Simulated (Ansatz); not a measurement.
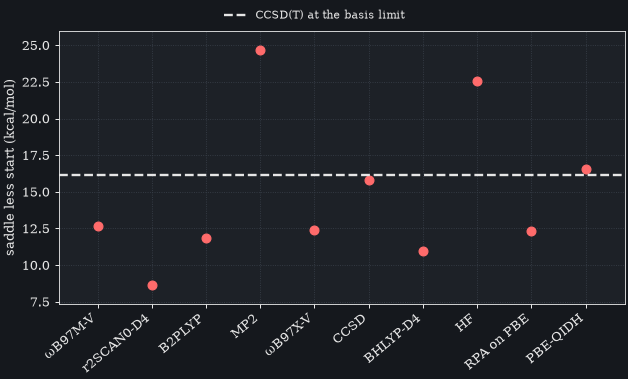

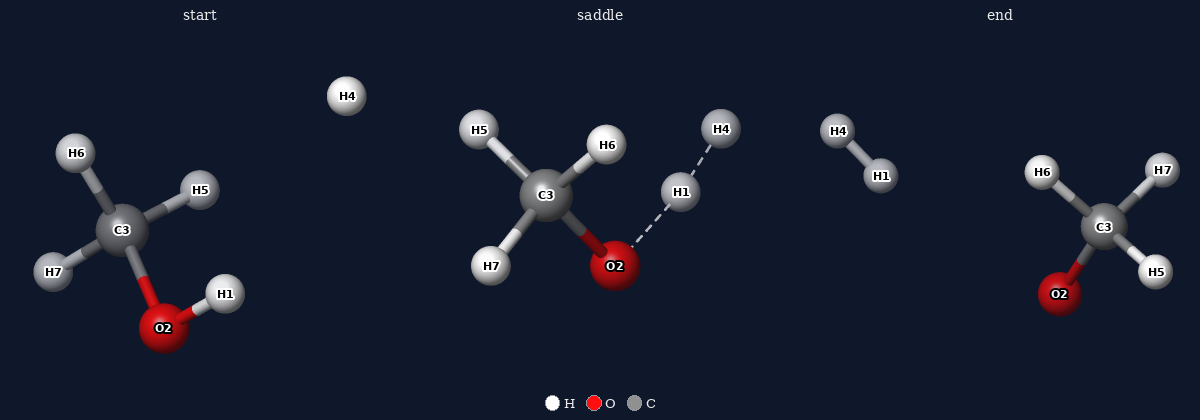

Height of the saddle over the start in one step of CH₅O, doublet at several levels. In the step H1–H4 (2.56 → 0.88 → 0.75 Å) forms; H1–O2 (0.96 → 1.24 → 2.60 Å) breaks (lengths at start, saddle and end; changes of bond order aren't listed). Electronic energies at PBE0-D4/def2-TZVP geometries, energies in def2-TZVPP, the Ansatz code 0.2.0; cores frozen in correlated methods, no zero-point terms. Start and end are the structures at the ends of the path (complexes, where there are several molecules). The line is the MP2 basis limit plus CCSD(T) less MP2 in triple zeta. B2PLYP, RPA on PBE and PBE-QIDH hold a correlation term that converges slowly with the basis, so part of the distance to the limit is basis error. No dispersion term is added to B2PLYP and PBE-QIDH. The distance of MP2 and CCSD to the limit includes basis error. The limit lies 0.8 kcal/mol from CCSD(T) in triple zeta, so the line itself is uncertain by a part of that.

> Which level comes closest to the line (CCSD(T) at the basis limit), and which misses most?

Closest CCSD (15.8 kcal/mol), against 16.1 kcal/mol; farthest MP2 (24.7 kcal/mol).

> What range do the values span, the line included?

From 8.7 kcal/mol (r2SCAN0-D4) to 24.7 kcal/mol (MP2).
